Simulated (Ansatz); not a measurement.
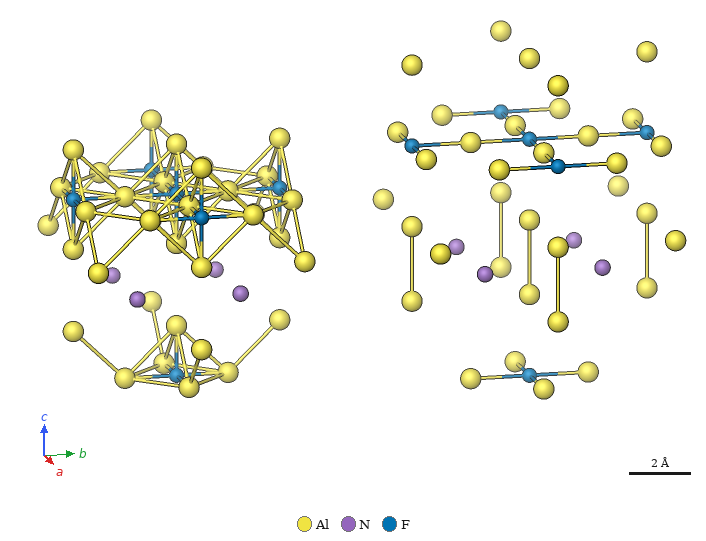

Two geometries of crystalline Al4NF (a generated structure, set up in P4/mmm) (coarse preliminary run), drawn at one scale. One is the start of a relaxation, the other its converged end. Style: ball-and-stick. Shown: the atoms within 5.0 Å of the atom that moves most (axes of the cell of the calculation), slightly off an axis.

All numbers below come from DFT PBE, scalar-relativistic, plane waves, PAW (Ansatz 0.2.0). (plane-wave cutoff 420 eV; k-point mesh 6 × 6 × 4; occupations gaussian; smearing width 0.1 eV; collinear spin; cell and atoms relaxed; force threshold 0.04 eV/Å; at most 70 steps)

**Which one is relaxed?**

The right one is the relaxed one. After 11 accepted moves (14 points after the start) the energy has fallen by 1483 meV per atom. The largest force component goes from 11 to 0.0047 eV/Å. The pressure goes from 59.65 to 0.08 GPa. The SCF was repeated 3 times at an unchanged geometry on a basis and grid sized afresh for the cell, which shifted the energy by 80.0 meV per atom at most. The largest moves relative to the cell, 0.55 Å, are those of Al atoms. N and F stay in place. The drawn cell changes as follows: a = b 3.517 → 4.005 Å (+13.9 %), c 6.181 → 8.039 Å (+30.1 %); the volume changes by +68.6 %. Near-neighbour distances that change, for instance: Al–F 1.692 → 2.751 Å, Al–Al 2.440 → 3.402 Å, Al–Al 2.487 → 2.832 Å, Al–Al 2.797 → 2.538 Å. Bonds break, among them: Al–F (1.69 → 2.75 Å). The space group stays P4/mmm (No. 123). Cost: 4 min on 1 thread of Intel(R) Xeon(R) Processor @ 2.50GHz (Skylake/Cascade Lake) (shared host), peak memory 0.48 GiB.
